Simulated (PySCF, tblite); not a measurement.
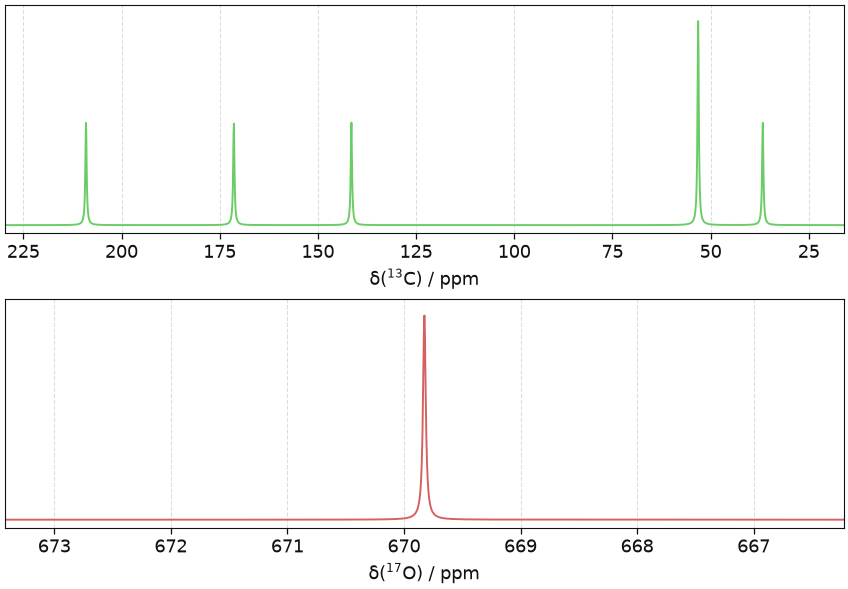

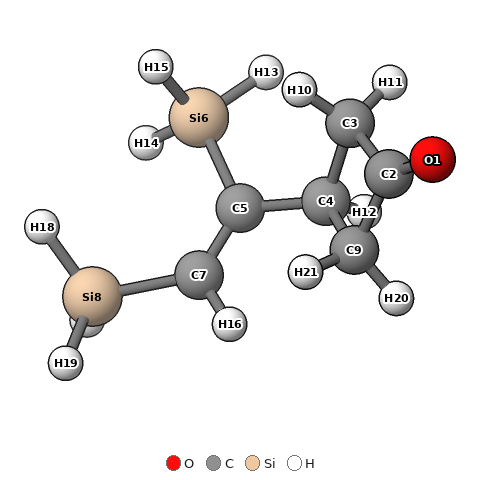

Spectrum and numbered structure of C₆H₁₂OSi₂, SMILES O=C1CC(/C([SiH3])=C/[SiH3])C1. GIAO shifts, PBE0/pcSseg-1 with PySCF 2.14.0, at a GFN2-xTB geometry (a minimum by its frequencies), against TMS for ¹³C and H₂O for ¹⁷O computed at the same level (¹⁷O: a single water molecule, while the usual scale starts at liquid water and gives values some tens of ppm lower). Gas phase, fully decoupled, line heights follow the number of nuclei, widths are arbitrary (no quadrupolar broadening); values of one conformer, averaged over nuclei that symmetry, rotation about single bonds or ring flips exchange, these motions taken as fast; other conformers aren't averaged in.

### Which ¹³C nuclei are the least shielded, and which the most?

Least shielded: C2 at 209.0 ppm. Most shielded: C4 at 36.7 ppm.

### Where does the ¹⁷O line lie?

At 669.8 ppm (O1).

Caveats: the tight-binding geometry is rougher than a DFT one and adds to the error.
